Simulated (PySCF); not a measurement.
**C3H9P, SMILES `CP(C)C`: what the electrons do**

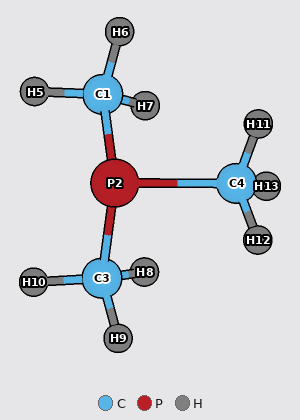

The molecule, with its atoms numbered as below. No frequency check shows the geometry to be a minimum.

Geometry (Å), atoms numbered from 1:

```
C1      -0.6132   -1.4927    0.2892
P2       0.0000    0.0003   -0.6225
C3      -0.9863    1.2770    0.2895
C4       1.5994    0.2152    0.2893
H5      -1.6455   -1.6840    0.0039
H6      -0.0128   -2.3545    0.0044
H7      -0.5550   -1.3514    1.3677
H8      -0.8928    1.1558    1.3681
H9      -0.6354    2.2670    0.0041
H10     -2.0325    1.1883    0.0043
H11      2.2812   -0.5832    0.0042
H12      2.0455    1.1660    0.0045
H13      1.4478    0.1950    1.3679
```

### 1. Bonding charge

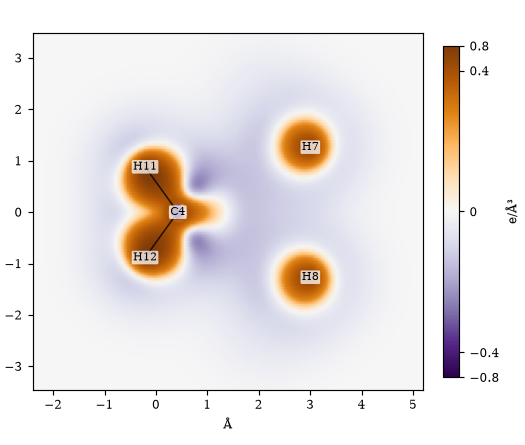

Deformation density (molecule less spherical, spin-averaged free atoms) in the plane of C4, H7, H8, H11 and H12; colour scale in e/Å³, logarithmic beyond ±0.1; orange: gain, purple: loss.

Method: B3LYP/def2-SVPD; geometry: GFN2-xTB; program: PySCF.

Question: How much density has each bond in this plane gained at its critical point, relative to the free atoms?

Answer: C4–H11 and C4–H12: +0.66 e/Å³ at the bond critical point (bond length 1.09 Å). In all, 2.7 electrons gather in the regions of gain relative to the promolecule.

Question: Where do the Hirshfeld charges lie?

Answer: The highest Hirshfeld charge is on P2 (+0.15 e), the lowest on C1, C3 and C4 (−0.15 e).

### 2. Bond critical points

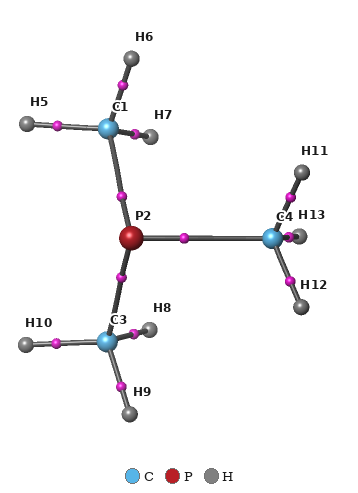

Molecular graph of the electron density (QTAIM): bond paths, bond critical points (magenta), ring points (cyan, if any); weak paths are dashed.

Question: How many critical points of each kind are there, and does the count close?

Answer: 13 nuclei, 12 bond, 0 ring and 0 cage critical points: 13 − 12 + 0 − 0 = 1, as the Poincaré–Hopf relation requires.

Question: What does the calculation give at each kind of bond critical point?

Answer:
```csv
bond,length (Å),ρ (a.u.),∇²ρ (a.u.),ε,H (a.u.)
C1–H5 (6 alike),1.088,0.275,−1.00,0.02,−0.296
C1–H7 (3 alike),1.089,0.274,−0.99,0.02,−0.293
P2–C3 (3 alike),1.853,0.150,+0.09,0.15,−0.128
```

Question: What kind of interaction is C1–H7?

Answer: Shared-shell (covalent): ρ = 0.274, ∇²ρ = −0.99, H = −0.293 a.u.

### 3. Local ionisation energy

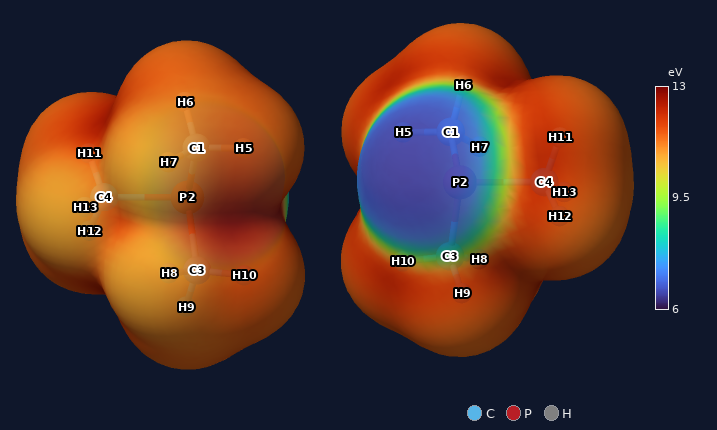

Average local ionisation energy on the surface of electron density 0.001 a.u. (back view left, front view right).

Question: Where are the most loosely bound electrons on this surface?

Answer: The lowest value is 6.6 eV, 2.4 Å from P2. Further minima include 10.7 eV, 1.4 Å from H8, and at like points elsewhere; 11.3 eV, 1.4 Å from H6, and at like points elsewhere. For comparison, the highest occupied orbital lies at −6.3 eV.

Question: What volume does the surface enclose, and what is the dipole moment?

Answer: About 124 Å³; the dipole moment is 1.2 D.

### 4. In an electric field

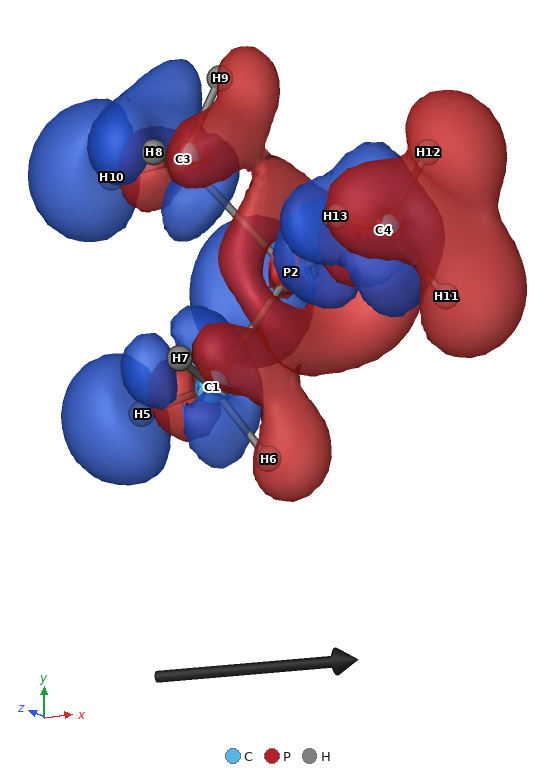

Change of the electron density in a uniform field of 0.21 V/Å along +x (arrow), surfaces at ±0.0015 e/Å³ (blue: gain, red: loss).

Level of theory: B3LYP/def2-SVPD (PySCF), at a geometry from GFN2-xTB.

Question: How large is the response?

Answer: The induced dipole is 0.70 D (along the field); α along this axis, from the fields in both directions, is 69 bohr³ (10.2 Å³).

Question: Which atoms gain and lose the most charge?

Answer: Electrons gather most on H5 and H10 alike (Hirshfeld charge changes by −0.009 e) and leave H11 most (+0.008 e); 0.064 electrons are displaced in all.

### 5. Removing or adding an electron

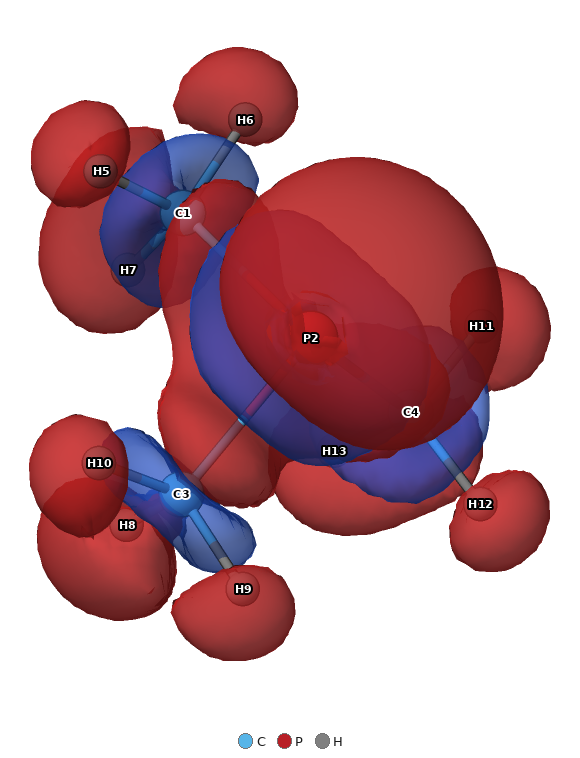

Fukui function f⁻ = ρ(N) − ρ(N−1) at fixed geometry, surfaces at ±0.015 e/Å³ (red positive, blue negative).

Question: Which atoms respond most to the removal of an electron?

Answer: f⁻ (Hirshfeld-condensed) is largest on P2 (0.41); the vertical ionisation energy is 8.61 eV (the stability of the cation's solution wasn't checked). Condensed values hint at sites of electrophilic attack but needn't mark the atom that reacts. Orbital relaxation makes it negative in places (0.22 e in all).
